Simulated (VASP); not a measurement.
Band structure of Al3GaN4 (ordered alloy cell). Level of theory: PBEsol GGA, VASP's PBE PAW potentials (set 64) (plane waves; VASP).

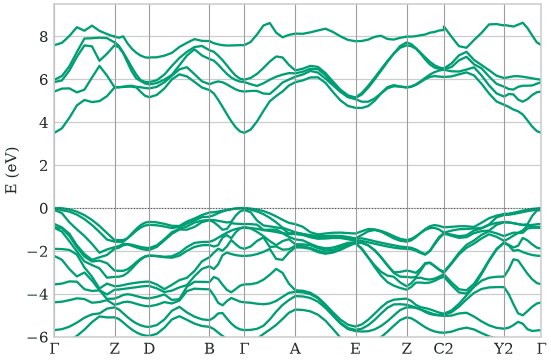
Figure. Bands along high-symmetry lines, zero at the valence-band maximum or, without a gap, the Fermi level

Read the plot: is there a gap, and where are the band edges?

The gap is direct, 3.50 eV, from the valence maximum at Γ to the conduction minimum at Γ. (Edges off the drawn lines would not show.)

The structure was generated: Al3GaN4 was put into an ordered model structure (Pm), which need not be its known phase. It was relaxed first.
